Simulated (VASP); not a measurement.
Band structure of Dy (hcp). All values below come from PW91 GGA, VASP's PBE PAW potentials (set 64) (plane waves; VASP).

The 4f electrons are frozen in the core of the lanthanide potential, so 4f levels, which can set the real gap, and their magnetism are missing.

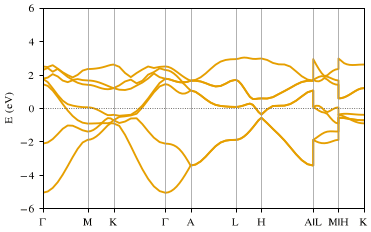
Bands along high-symmetry lines, zero at the valence-band maximum or, without a gap, the Fermi level

Read the plot: is there a gap, and where are the band edges?

It has no gap at this level: it comes out as a metal or semimetal. (Edges off the drawn lines would not show.)

The compound is Dy in the hcp structure. It was relaxed first.
